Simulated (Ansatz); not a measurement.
**C2H5ClGeO: density, localisation and related maps**

```yaml
atoms:
  - { symbol: Cl, position_ang: [-1.3958, -0.5512, -1.9736] }
  - { symbol: C, position_ang: [-1.0532, -0.1670, -0.2283] }
  - { symbol: C, position_ang: [0.2186, -0.8959, 0.2349] }
  - { symbol: Ge, position_ang: [1.0091, 0.8972, 0.2614] }
  - { symbol: O, position_ang: [-0.7689, 1.1828, -0.0615] }
  - { symbol: H, position_ang: [-1.9746, -0.4450, 0.2850] }
  - { symbol: H, position_ang: [0.1066, -1.3237, 1.2316] }
  - { symbol: H, position_ang: [0.6039, -1.6423, -0.4529] }
  - { symbol: H, position_ang: [1.4316, 1.5234, 1.5984] }
  - { symbol: H, position_ang: [1.9058, 1.3705, -0.8919] }
```

Geometry: PBE0-D4/def2-TZVP.

The calculation used RKS PBE0-D4/def2-TZVPP (Ansatz 0.2.0).

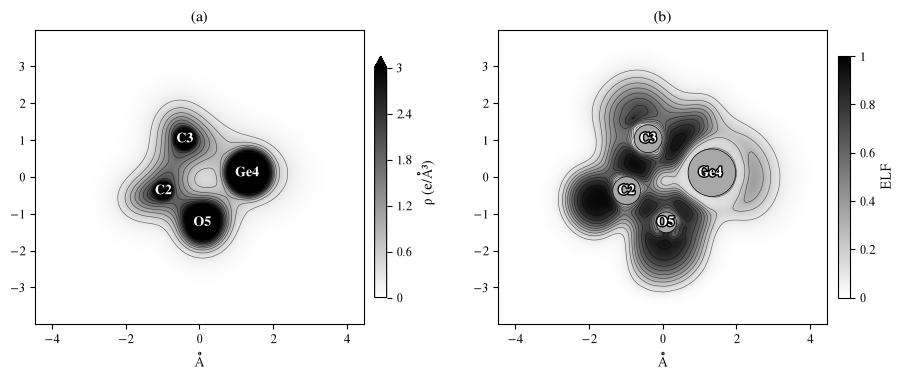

Figure 1. (a) electron density; (b) ELF on the plane of atoms C3, Ge4 and O5. Grey discs cover the atomic cores in the ELF map.

**What does the map show?**

- Atoms in the plane: C, Ge and O.
- C–O (1.39 Å): the density is about 2.2 e/Å³ at the midpoint, with its minimum of 1.9 e/Å³ about 0.5 Å from C; the ELF peaks at about 0.85 between the atoms: a shared but strongly polarised pair.
- C–C (1.54 Å): ρ at the midpoint is about 1.7 e/Å³; the ELF peaks at about 0.95 between the atoms: a shared electron pair.
- Ge–O (1.83 Å): the density is about 0.91 e/Å³ at the midpoint; the ELF peaks at about 0.85 in the valence shell of O, 0.7 Å from its nucleus, and is about 0.35 at the midpoint.
- C–Ge (1.96 Å): ρ is about 0.86 e/Å³ halfway; the ELF peaks at about 0.90 in the valence shell of C, 0.7 Å from its nucleus, and is about 0.70 at the midpoint.
- The ELF also peaks beside O5, away from the bonds: lone-pair regions.

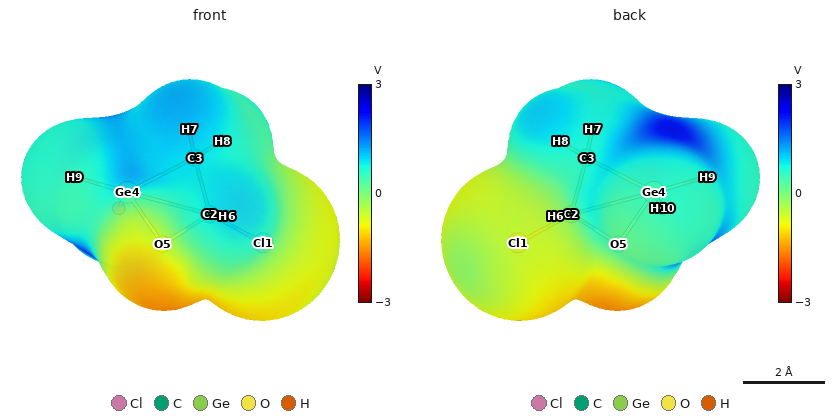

Figure 2. The molecular electrostatic potential painted on the density surface at 0.002 e/bohr³, seen from the front and from behind; red is negative and blue positive.

**Where is the surface potential most negative and most positive?**

The most negative region (about −1.5 V, or −35 kcal/mol for a unit charge) lies over O5, the most positive (about +2.3 V, or +53 kcal/mol for a unit charge) over Ge4. O5 is the likeliest acceptor of a hydrogen bond.

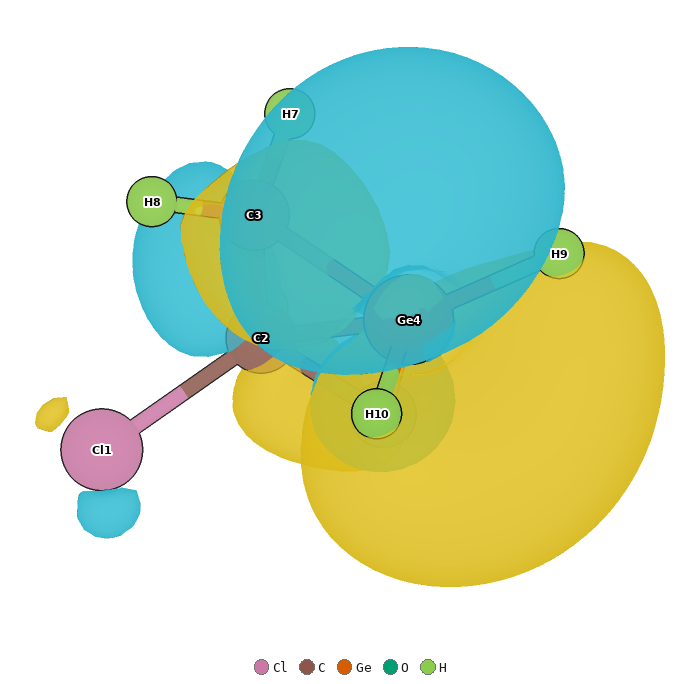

Figure 3. One frontier orbital at ±0.08 Å⁻³ᐟ² (yellow and cyan are the two phases), seen at an oblique angle.

**Which orbital is it: HOMO or LUMO?**

The LUMO, at −0.66 eV. Its weight (Hirshfeld) is mainly on Ge4 (about 60 %), C3 (about 10 %), O5 (about 10 %), H9 (about 5 %) and H10 (about 5 %).
